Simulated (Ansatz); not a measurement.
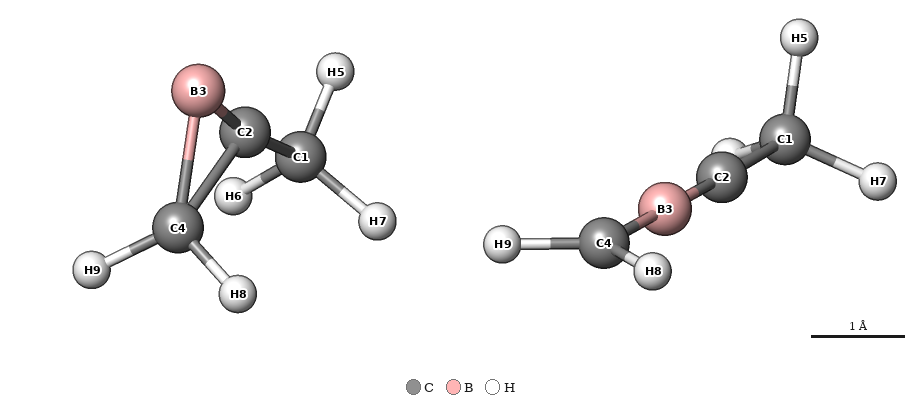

Two geometries of C3H5B, drawn at one scale. One is the start of a relaxation, the other its converged end. A ball-and-stick model, seen from a free direction.

Method: Ansatz, UKS PBE-D4/STO-3G. Settings: collinear spin; force threshold 0.02 eV/Å; at most 50 steps.

Question: Which of the two is the end point?

Answer: The right one is the relaxed one. The run prepares an end point of a later path (hydrogen shift) calculation, from a guessed geometry. The largest move after the best rigid fit is that of B3, 1.41 Å. By element the largest moves are B 1.41 Å, H 1.26 Å, C 0.80 Å. Some distances before and after: C2–C4 1.692 → 2.766 Å, B3–C4 1.503 → 1.430 Å, C1–H5 1.089 → 1.116 Å, C2–B3 1.356 → 1.336 Å. Bond angles that change, for instance: C2–B3–C4 72.4° → 179.8°, C1–C2–B3 171.0° → 178.7°, C2–C1–H5 109.8° → 107.2°. The energy falls by 1.031 eV in 16 accepted moves (19 points after the start). Largest force component: 2.2 eV/Å at the start, 0.0096 eV/Å at the end. The line search rejected the trial steps at points 13, 16, 17 of the run. Cost: 31 s on 1 thread of Arm Neoverse V2, with other jobs on the host, peak memory 0.11 GiB.

Limits of the set-up: STO-3G is a minimal basis, so the numbers are rough.
